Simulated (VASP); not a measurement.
Band structure of WC (space group P-6m2). All values below come from r2SCAN+rVV10, VASP's PBE PAW potentials (set 64) (plane waves; VASP).

Unless said otherwise, spin-orbit coupling is left out, though it shifts the bands of the heavy elements here.

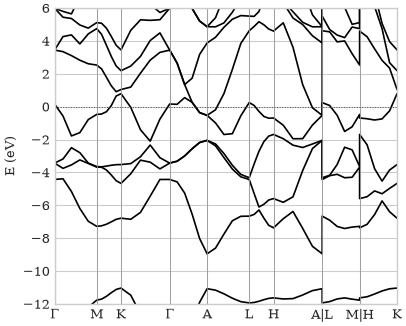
Figure: Bands along high-symmetry lines, zero at the valence-band maximum or, without a gap, the Fermi level

Question: Read the plot: is there a gap, and where are the band edges?

Answer: It has no gap at this level: it comes out as a metal or semimetal.

The structure comes from a measured WC entry (P-6m2) of the Crystallography Open Database, whose conditions weren't checked. It was relaxed first.
